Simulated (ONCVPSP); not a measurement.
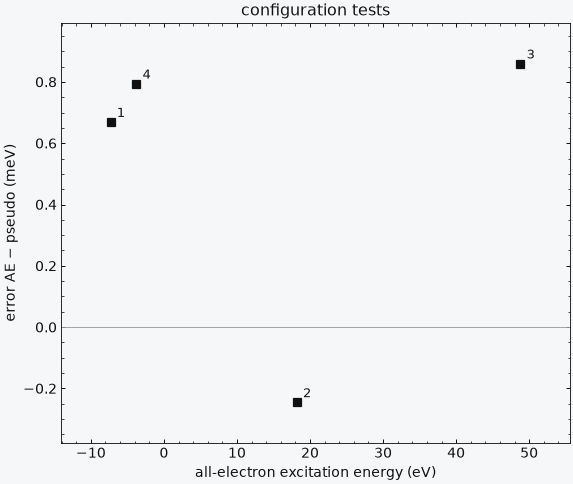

*Errors, all-electron minus pseudo, of the energies of valence configurations relative to the unpolarised reference 4s2 4p6 4d7. Points: 1 = 4s2 4p6 4d7 5s1; 2 = 4s2 4p6 4d6; 3 = 4s2 4p6 4d5; 4 = 4s2 4p6 4d7 5p1.*

- Worst configuration: 4s2 4p6 4d5 (charge +3): the error is +0.9 meV on an all-electron energy of +48.79 eV relative to the reference, or 0.0018 %.
- Errors in meV: 4s2 4p6 4d7 5s1: +0.7; 4s2 4p6 4d6: -0.2; 4s2 4p6 4d5: +0.9; 4s2 4p6 4d7 5p1: +0.8.
- Configurations within 10 meV and within 50 meV: 4 and 4 of 4.

## Pseudopotential generation, with input and output: Ru

- system: ruthenium (Ru, Z = 44), core [Ar] 3d10, reference valence 4s2 4p6 4d7 (an ion of charge +1), valence charge 16.
- method: ONCV potential, PBEsol, scalar-relativistic, made with ONCVPSP 4.0.1

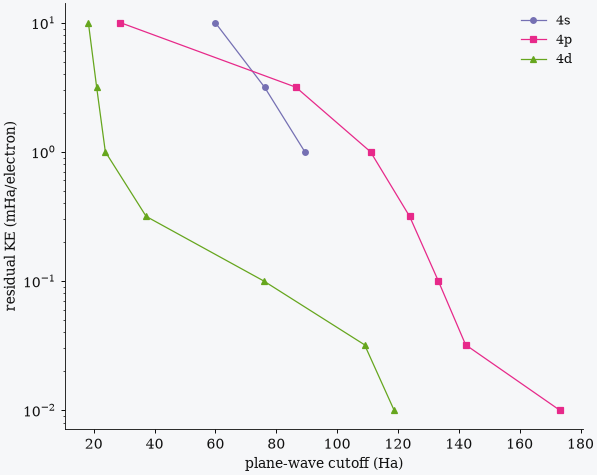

*Residual kinetic energy of the pseudo-waves (the first of each channel, and further valence shells) beyond the plane-wave cutoff, as the generator prints it.*

- Hardest wave at 1 mHa per electron: 4p, with rc = 1.05 bohr and qcut = 6.2 1/bohr. The optimisation minimises, but can't always remove, the kinetic energy above qcut²/2 = 19.2 Ha, and a larger rc would as a rule soften the wave at some cost in transferability.
- Cutoffs for 1 mHa per electron: 4p: 111 Ha; 4s: 89 Ha; 4d: 24 Ha.
- Cutoffs for the occupied states: 111 Ha for 1 mHa and more than the generator's table reaches for 0.1 mHa per electron. The first is set by 4p.

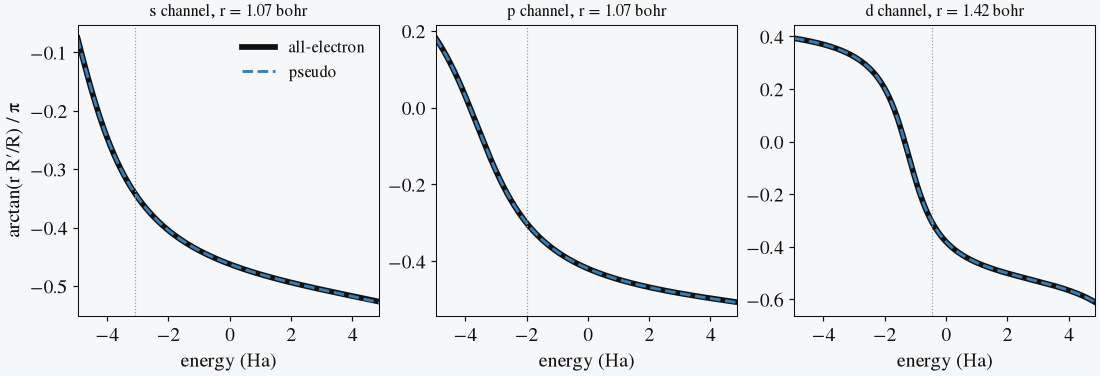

*Unwrapped phase arctan(r R′/R) in units of π against energy, all-electron (solid) and pseudo (dashed); the pseudo phase is matched to the all-electron one at the reference energy. Here R(r) is the radial function. The dotted line marks the reference energy of the channel. Not drawn: f: not judged.*

- Ghost states: the plot shows none: the two phases stay within 0.01 rad of each other in all channels drawn. The separate test gives: no bound ghost flagged; GHOST(+) flagged for s at 219.6 eV.
- Poles, where the radial function vanishes at the test radius: s: all-electron at 2.5 Ha, pseudo at 2.5 Ha; p: all-electron at 4.3 Ha, pseudo at 4.2 Ha; d: all-electron at 2.0 Ha, pseudo at 2.0 Ha.

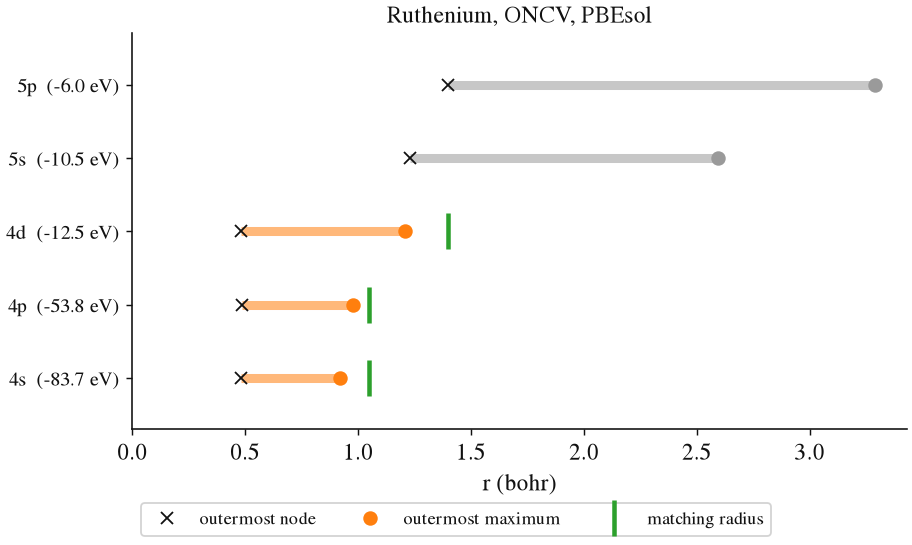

*Outer shells of the all-electron reference atom: each bar runs from the outermost node (or the nucleus) to the outermost maximum of u(r); the tick is the radius chosen for the pseudo-wave. Shells without a tick have no pseudo-wave of their own. Levels, nodes and maxima are from ld1.x, scalar-relativistic.*

- Radii against the shells: 4s: 1.05 bohr, outside the maximum; 4p: 1.05 bohr, outside the maximum; 4d: 1.40 bohr, outside the maximum.

These pictures come from the run below.

## Input
```
# ATOM AND REFERENCE CONFIGURATION
# atsym  z   nc   nv     iexc    psfile
  Ru 44.00    6    3  -116133      upf
#
#   n    l    f
    1    0    2.00
    2    0    2.00
    2    1    6.00
    3    0    2.00
    3    1    6.00
    3    2   10.00
    4    0    2.00
    4    1    6.00
    4    2    7.00
#
# PSEUDOPOTENTIAL AND OPTIMIZATION
# lmax
    2
#
#   l,   rc,      ep,       ncon, nbas, qcut
    0    1.05    0.00    3    6    5.50
    1    1.05    0.00    4    7    6.20
    2    1.40    0.00    4    8    6.90
#
# LOCAL POTENTIAL
# lloc, lpopt,  rc(5),   dvloc0
    4    2    0.75   -2.50
#
# VANDERBILT-KLEINMAN-BYLANDER PROJECTORs
# l, nproj, debl
    0    2    1.50
    1    2    2.00
    2    2    3.10
#
# MODEL CORE CHARGE
# icmod, fcfact, rcfact
    2    0.60    0.85
#
# LOG DERIVATIVE ANALYSIS
# epsh1, epsh2, depsh
   -5.00    5.00    0.04
#
# OUTPUT GRID
# rlmax, drl
    6.00    0.01
#
# TEST CONFIGURATIONS
# ncnf
    4
# nvcnf
#   n    l    f
    4
    4    0    2.00
    4    1    6.00
    4    2    7.00
    5    0    1.00
#
    3
    4    0    2.00
    4    1    6.00
    4    2    6.00
#
    3
    4    0    2.00
    4    1    6.00
    4    2    5.00
#
    4
    4    0    2.00
    4    1    6.00
    4    2    7.00
    5    1    1.00
#
```

Command:
```bash
oncvpsp.x < Ru.dat > Ru.out
```

## Output (extracts)
```
ONCVPSP  (Optimized Norm-Conservinng Vanderbilt PSeudopotential)
scalar-relativistic version 4.0.1

#   n    l    f        energy (Ha)
    1    0    2.00    -8.0598174E+02
    2    0    2.00    -1.1611876E+02
    2    1    6.00    -1.0404560E+02
    3    0    2.00    -2.0659696E+01
    3    1    6.00    -1.6692886E+01
    3    2   10.00    -1.0304808E+01
    4    0    2.00    -3.0760579E+00
    4    1    6.00    -1.9773159E+00
    4    2    7.00    -4.6107789E-01

Reference configufation results
  iterations    25
  all-electron total energy (Ha)   -4.52816542D+03

Begin loop to  construct optimized pseudo wave functions
and semi-local pseudopoentials for all angular momenta

WARNING wellstate: negative energy specified for n= 5 l=  0
WARNING scattering state with energy  0.25000000
WARNING will be used for the first projector

   Wellstate for l =  0  n =  6
     eigenvalue =   0.2500
     asymptotic potential =   0.7500
     half-point radius =  5.6085

Calculating optimized projector #   1

 for l=   0

    Fraction of norm inside rc  0.574400
    Optimizing pswf for qcut=   5.48 a_B^-1,  ecut=  15.04 Ha
    Residual kinetic energy error=  5.51D-02 Ha

    Energy error per electron        Cutoff
         Ha          eV             Ha
         0.01000     0.27211       59.94
         0.00100     0.02721       89.37

Calculating optimized projector #   2

 for l=   0

    Fraction of norm inside rc  0.024932
    Optimizing pswf for qcut=   5.48 a_B^-1,  ecut=  15.04 Ha
    Residual kinetic energy error=  7.96D-03 Ha

    Energy error per electron        Cutoff
         Ha          eV             Ha
         0.01000     0.27211       14.02
         0.00100     0.02721       36.62
         0.00010     0.00272       87.34
         0.00001     0.00027      181.31

   Wellstate for l =  1  n =  5
     eigenvalue =   0.0227
     asymptotic potential =   0.5227
     half-point radius =  3.2718

Calculating optimized projector #   1

 for l=   1

    Fraction of norm inside rc  0.461925
    Optimizing pswf for qcut=   6.20 a_B^-1,  ecut=  19.22 Ha
    Residual kinetic energy error=  2.49D-02 Ha

    Energy error per electron        Cutoff
         Ha          eV             Ha
         0.01000     0.27211       28.74
         0.00100     0.02721      110.96
         0.00010     0.00272      133.25
         0.00001     0.00027      173.10

Calculating optimized projector #   2

 for l=   1

    Fraction of norm inside rc  0.054140
    Optimizing pswf for qcut=   6.20 a_B^-1,  ecut=  19.22 Ha
    Residual kinetic energy error=  4.76D-03 Ha

    Energy error per electron        Cutoff
         Ha          eV             Ha
         0.01000     0.27211        9.94
         0.00100     0.02721       50.40
         0.00010     0.00272      165.10
         0.00001     0.00027      192.91

   Wellstate for l =  2  n =  6
     eigenvalue =   2.6389
     asymptotic potential =   3.1389
     half-point radius =  3.0820

Calculating optimized projector #   1

 for l=   2

    Fraction of norm inside rc  0.443501
    Optimizing pswf for qcut=   6.89 a_B^-1,  ecut=  23.73 Ha
    Residual kinetic energy error=  9.92D-04 Ha

    Energy error per electron        Cutoff
         Ha          eV             Ha
         0.01000     0.27211       18.22
         0.00100     0.02721       23.80
         0.00010     0.00272       75.84
         0.00001     0.00027      118.70

Calculating optimized projector #   2

 for l=   2

    Fraction of norm inside rc  0.076583
    Optimizing pswf for qcut=   6.89 a_B^-1,  ecut=  23.73 Ha
    Residual kinetic energy error=  2.02D-03 Ha

    Energy error per electron        Cutoff
         Ha          eV             Ha
         0.01000     0.27211       19.51
         0.00100     0.02721       25.33
         0.00010     0.00272       44.67
         0.00001     0.00027       98.56

Construct Vanderbilt / Kleinmman-Bylander projectors

B matrix Hermiticity error, ll=   0
   1   2   -3.3439E-04

  Orthonormal projector coefficients  2.2016E+01  5.9356E+00

B matrix Hermiticity error, ll=   1
   1   2    2.4247E-04

  Orthonormal projector coefficients  2.8435E+01  8.5194E+00

B matrix Hermiticity error, ll=   2
   1   2   -2.9741E-04

  Orthonormal projector coefficients  8.0739E+00  2.1570E+00

Model core correction analysis
  based on d2Exc/dn_idn_j

d2excae - all-electron derivatives

   -3.317784D-02   -2.954450D-02   -1.716997D-02
   -2.954472D-02   -2.764800D-02   -1.825481D-02
   -1.717025D-02   -1.825491D-02   -1.913486D-02

d2excps - pseudofunction derivatives with no core correction

   -3.948128D-02   -3.360867D-02   -1.891531D-02
   -3.360943D-02   -3.093697D-02   -1.984587D-02
   -1.891573D-02   -1.984601D-02   -1.990775D-02

rms 2nd derivative error    3.254799E-03

amplitude prefactor, scale prefactor
   20.7929    1.0726

d2excps - pseudofunction derivatives with core correction

   -3.172160D-02   -2.933021D-02   -1.765124D-02
   -2.933037D-02   -2.818878D-02   -1.896382D-02
   -1.765152D-02   -1.896394D-02   -1.961453D-02

rms 2nd derivative error    6.834283E-04

Pseudoatom total energy  -94.466976

Diagnostic tests using Vanderbilt-Kleinman-Bylander pseudopotentials
  1 or more projectors used as specified by nproj input data

   l    rcore       rmatch      e in        delta e   norm test  slope test

   0   1.0540385   1.0860414  -3.0760579   0.0002507   1.0001775   1.0004706
   0   1.0540385   1.0860414   0.2500000   0.0003546   1.0006084   1.0006084

   1   1.0540385   1.0860414  -1.9773159  -0.0000270   1.0001542   1.0002323
   1   1.0540385   1.0860414   0.0226840   0.0000202   1.0004274   1.0004274

   2   1.4046222   1.4472696  -0.4610779   0.0000074   1.0000815   1.0001032
   2   1.4046222   1.4472696   2.6389221   0.0000281   1.0003700   1.0003700

 Testing for bound ghosts
   n   l    E NL Schr. Eq   E Basis Diag.   E Cutoff

   1   0       -3.075807       -3.074956    113.32

   2   1       -1.977343       -1.973309    199.14

   3   2       -0.461070       -0.449137    174.21

 Testing for highly-localized positive-energy ghosts
       l    <radius>/rc     E Basis Diag.   E Cutoff

       0        0.939557        8.071662    113.32  WARNING - GHOST(+)

Test configuration 0

   n   l     f        eae           eps        diff
   1   0  2.0000 -805.98174450
   2   0  2.0000 -116.11875702
   2   1  6.0000 -104.04560019
   3   0  2.0000  -20.65969562
   3   1  6.0000  -16.69288633
   3   2 10.0000  -10.30480825
   4   0  2.0000   -3.07605789   -3.07580721    2.51D-04
   4   1  6.0000   -1.97731594   -1.97734297   -2.70D-05
   4   2  7.0000   -0.46107789   -0.46107044    7.45D-06

    Total energies and differences
      AE_ref= -4.52816542D+03  AE_tst= -4.52816542D+03  dif=  0.00D+00
      PS_ref= -9.44669764D+01  PS_tst= -9.44669764D+01  dif=  2.84D-14
      PSP excitation error= -2.84D-14

Test configuration 1

   n   l     f        eae           eps        diff
   1   0  2.0000 -805.71098883
   2   0  2.0000 -115.85218642
   2   1  6.0000 -103.77877074
   3   0  2.0000  -20.39179182
   3   1  6.0000  -16.42499615
   3   2 10.0000  -10.03727010
   4   0  2.0000   -2.80453396   -2.80387114    6.63D-04
   4   1  6.0000   -1.70443252   -1.70430196    1.31D-04
   4   2  7.0000   -0.19171719   -0.19173892   -2.17D-05
   5   0  1.0000   -0.15687351   -0.15684356    2.99D-05

    Total energies and differences
      AE_ref= -4.52816542D+03  AE_tst= -4.52843367D+03  dif= -2.68D-01
      PS_ref= -9.44669764D+01  PS_tst= -9.47352549D+01  dif= -2.68D-01
      PSP excitation error=  2.46D-05

Test configuration 2

   n   l     f        eae           eps        diff
   1   0  2.0000 -806.45829341
   2   0  2.0000 -116.59952422
   2   1  6.0000 -104.52604996
   3   0  2.0000  -21.13820507
   3   1  6.0000  -17.17139138
   3   2 10.0000  -10.78377648
   4   0  2.0000   -3.54358226   -3.54299734    5.85D-04
   4   1  6.0000   -2.43864784   -2.43851267    1.35D-04
   4   2  6.0000   -0.88673808   -0.88670755    3.05D-05

    Total energies and differences
      AE_ref= -4.52816542D+03  AE_tst= -4.52749715D+03  dif=  6.68D-01
      PS_ref= -9.44669764D+01  PS_tst= -9.37986921D+01  dif=  6.68D-01
      PSP excitation error= -9.00D-06

Test configuration 3

   n   l     f        eae           eps        diff
   1   0  2.0000 -807.01636436
   2   0  2.0000 -117.16390676
   2   1  6.0000 -105.09005111
   3   0  2.0000  -21.69656995
   3   1  6.0000  -17.72973741
   3   2 10.0000  -11.34305219
   4   0  2.0000   -4.07862858   -4.07744405    1.18D-03
   4   1  6.0000   -2.96431452   -2.96378065    5.34D-04
   4   2  5.0000   -1.37199182   -1.37174311    2.49D-04

    Total energies and differences
      AE_ref= -4.52816542D+03  AE_tst= -4.52637226D+03  dif=  1.79D+00
      PS_ref= -9.44669764D+01  PS_tst= -9.26738517D+01  dif=  1.79D+00
      PSP excitation error=  3.16D-05

Test configuration 4

   n   l     f        eae           eps        diff
   1   0  2.0000 -805.76967569
   2   0  2.0000 -115.90880236
   2   1  6.0000 -103.83546121
   3   0  2.0000  -20.44934054
   3   1  6.0000  -16.48252830
   3   2 10.0000  -10.09461053
   4   0  2.0000   -2.86411842   -2.86374251    3.76D-04
   4   1  6.0000   -1.76459287   -1.76457039    2.25D-05
   4   2  7.0000   -0.24914689   -0.24914495    1.94D-06
   5   1  1.0000   -0.06316318   -0.06316241    7.69D-07

    Total energies and differences
      AE_ref= -4.52816542D+03  AE_tst= -4.52830433D+03  dif= -1.39D-01
      PS_ref= -9.44669764D+01  PS_tst= -9.46059157D+01  dif= -1.39D-01
      PSP excitation error=  2.92D-05
```

## Summary

- outcome: generated
- cutoffs needed: 111 Ha and more than the generator's table reaches (the cutoffs at which the residual kinetic energy of the hardest occupied pseudo-wave falls to 1 and 0.1 mHa per electron)
- ghost test: no bound ghost flagged; GHOST(+) flagged for s at 219.6 eV
- largest excitation error: +0.9 meV (all-electron minus pseudo) for 4s2 4p6 4d5, out of 4 test configurations
- rms error of d²Exc/dni dnj: 3.25 mHa without and 0.68 mHa with the model core
- range over which the phases arctan(r R′/R) at the test radius agree within 0.05 rad (a looser test near the poles than one of phase shifts): s: over the whole range computed; p: over the whole range computed; d: over the whole range computed; f: not judged, local potential alone
- hardware: 1 CPU thread, shared host
- wall time: 4.8 s

## Notes

Warnings of the program, in the generation or the tests: wellstate: negative energy specified for n= 5 l= 0.
